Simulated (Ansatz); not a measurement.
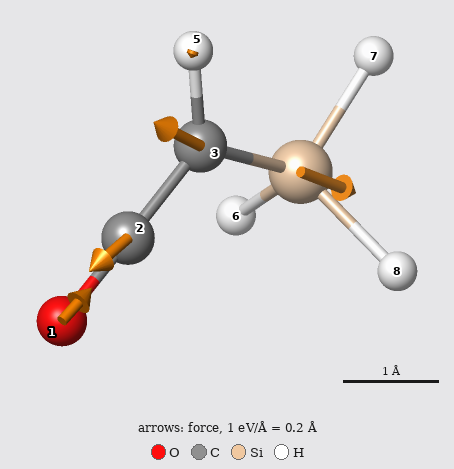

Starting geometry of C2H4OSi with the computed forces as orange arrows. A ball-and-stick model, seen from a free direction.

The run prepares an end point of a later path (hydrogen shift) calculation, from a guessed geometry.

All numbers below come from RKS PBE-D4/6-31G* in Ansatz. (no spin polarisation; force threshold 0.02 eV/Å; at most 50 steps)

### Is this structure relaxed? If not, where do the atoms go?

It isn't relaxed: the largest force vector, on the Si atom, is 4.78 eV/Å. The final displacements have little in common with the starting forces (cosine between the two patterns 0.08). The largest move after the best rigid fit is that of an H atom, 0.89 Å. Largest moves by element: H 0.89 Å, O 0.75 Å, C 0.29 Å, Si 0.09 Å. Among the contacts that change: C–Si 1.698 → 1.863 Å, C–O 1.209 → 1.181 Å, H–Si 1.481 → 1.501 Å, C–H 1.106 → 1.095 Å. Bond angles that change, for instance: H–Si–H 106.0° → 109.1°, C–Si–H 114.3° → 111.2°, C–Si–H 111.0° → 108.2°. Groups turn about C–Si by about 60°. The energy falls by 11.1 kcal/mol in 17 accepted moves (18 points after the start). Largest force component: 4.6 eV/Å at the start, 0.012 eV/Å at the end. The line search rejected the trial step at point 10 of the run. The run took 42 s on 1 thread of Arm Neoverse V1, with other jobs on the host, peak memory 0.13 GiB.
